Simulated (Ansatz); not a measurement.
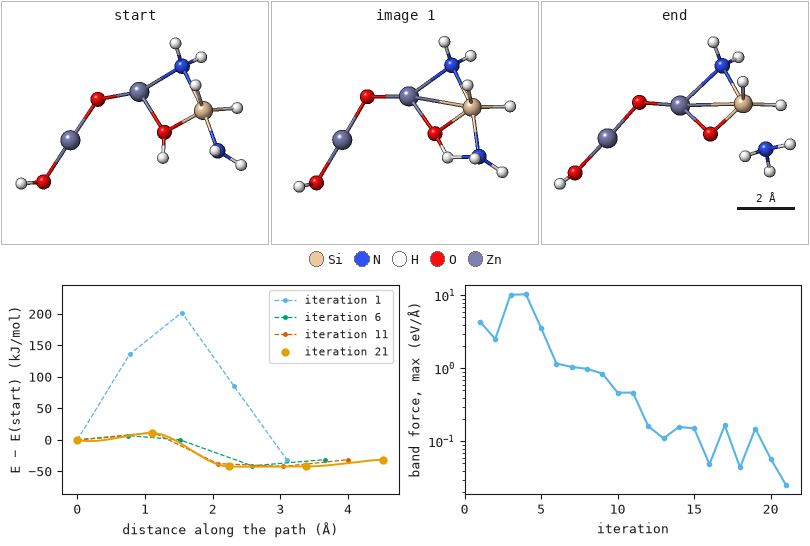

NEB run on Zn₂SiN₂H₈O₃. Images are numbered from 0 (start) to 4 (end). The plot follows the band through its iterations. Style: ball-and-stick. Shown at a tilt.

These are results of RKS PBE-D4/def2-SVP in Ansatz 0.2.0, not measurements. Set-up: 3 movable images; climbing image.

> Did the band converge, and can the barrier be trusted?

The run is converged, with reservations. The band converged in 21 iterations. The largest component of the band force went from 4.4 to 0.025 eV/Å. The climbing image converged on the top of the path. Its curvatures weren't checked. The largest force component is 0.89 eV/Å at the start and 1.16 eV/Å at the end; an end with forces this large is no minimum, and the barrier measured from it can be far off. The first iteration put the highest image at 202.2 kJ/mol. Forward barrier 10.8 kJ/mol, backward barrier 42.1 kJ/mol, with image 1 at the top; the reaction energy is −31.3 kJ/mol. Image 2 lies below both ends, at −42.2 kJ/mol, so an end isn't at the bottom of its valley.

The run took about 300 s of wall time on a shared GPU.
